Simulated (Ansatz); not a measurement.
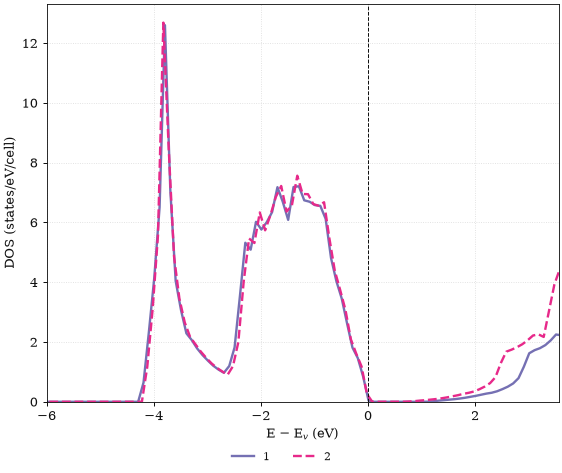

Total densities of states of Cd$_{3}$Se$_{2}$S, space group P3m1, 6 atoms in the cell, by two methods on the same cell. Each is counted from its own valence-band top.

Q: Which curve is which? The methods: r2SCAN, PBE.

A: 1 is r2SCAN; 2 is PBE. r2SCAN gives a gap of 1.02 eV and PBE gives a gap of 0.56 eV.

Settings. r2SCAN: DFT r2SCAN, scalar-relativistic, plane waves, PAW, no spin polarisation, 12×12×4 k mesh, 500 eV cutoff, Gaussian smearing of 0.02 eV (Ansatz 0.2.0). PBE: DFT PBE, scalar-relativistic, plane waves, PAW, no spin polarisation, 12×12×4 k mesh, 420 eV cutoff (Ansatz).

The structure is an invented one, so it need not be a known or stable phase.
